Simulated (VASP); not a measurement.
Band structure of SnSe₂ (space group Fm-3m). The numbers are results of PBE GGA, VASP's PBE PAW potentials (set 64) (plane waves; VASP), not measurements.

Unless said otherwise, spin-orbit coupling is left out, though it shifts the bands of the heavy elements here.

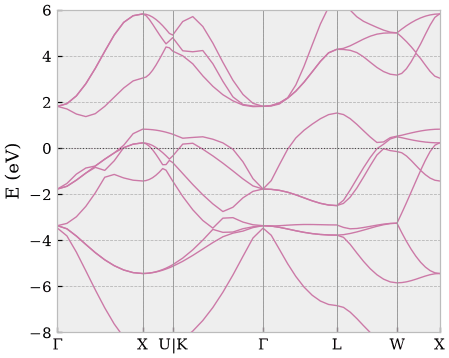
Figure: Bands along high-symmetry lines, zero at the valence-band maximum or, without a gap, the Fermi level

Problem. Read the plot: is there a gap, and where are the band edges?

Solution. It has no gap at this level: it comes out as a metal or semimetal.

The structure was generated: SnSe2 was put into an ordered model structure, which need not be its known phase. The cell was not relaxed at this level.
